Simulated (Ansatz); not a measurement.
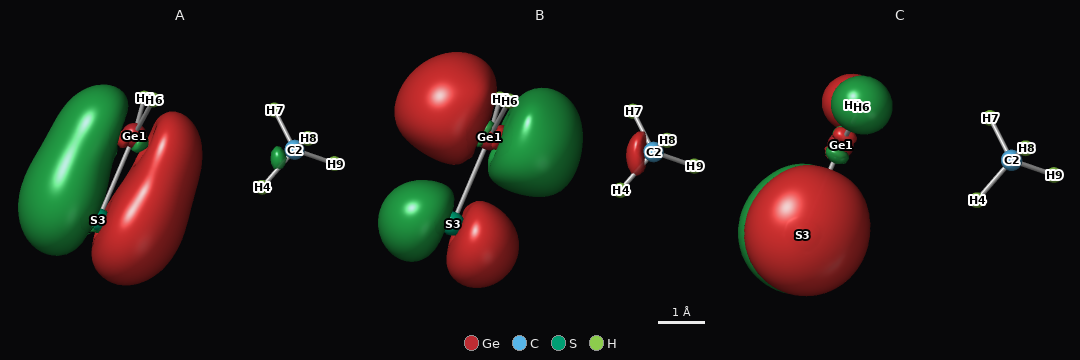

Figure. GeH₂S···CH₄. Three frontier orbitals at ±0.1 Å⁻³ᐟ² (green and red are the two phases), in no order.

The calculation used RKS PBE/def2-SVP (Ansatz 0.2.0).

```xyz
9

Ge   -1.7805   -0.7519   -0.4664
C     1.4189    0.6475    0.4075
S    -1.4512   -2.4058   -1.6277
H     1.2538   -0.2528   -0.2160
H    -2.0498    0.6757   -1.0276
H    -1.8261   -0.7643    1.0903
H     0.5566    1.3377    0.3228
H     1.5491    0.3458    1.4639
H     2.3290    1.1679    0.0532
```

**Which picture is the HOMO−1, the HOMO and the LUMO?**

A is the HOMO−1 (−6.63 eV). It lies mainly on S3 (about 65 %) and Ge1 (about 30 %). C is the HOMO (−5.58 eV). Its weight (Hirshfeld) is mainly on S3 (about 80 %) and Ge1 (about 10 %); largely a lone pair of S3. B is the LUMO (−3.23 eV). Its weight (Hirshfeld) is mainly on Ge1 (about 60 %) and S3 (about 30 %); π-antibonding (π*) across Ge1–S3.

**What is the HOMO–LUMO gap?**

2.35 eV between the orbital energies.
